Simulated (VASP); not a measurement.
Band structure of Be (space group P6_3/mmc). These are PBE GGA, VASP's PBE PAW potentials (set 64) (plane waves; VASP) values and carry that method's errors.

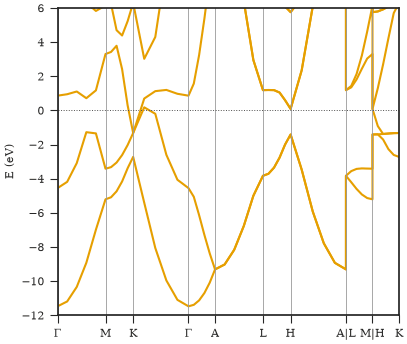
Bands along high-symmetry lines, zero at the valence-band maximum or, without a gap, the Fermi level

Problem. Read the plot: is there a gap, and where are the band edges?

Solution. It has no gap at this level: it comes out as a metal or semimetal.

The structure is a typed Be crystal (P6_3/mmc). The cell was not relaxed at this level.
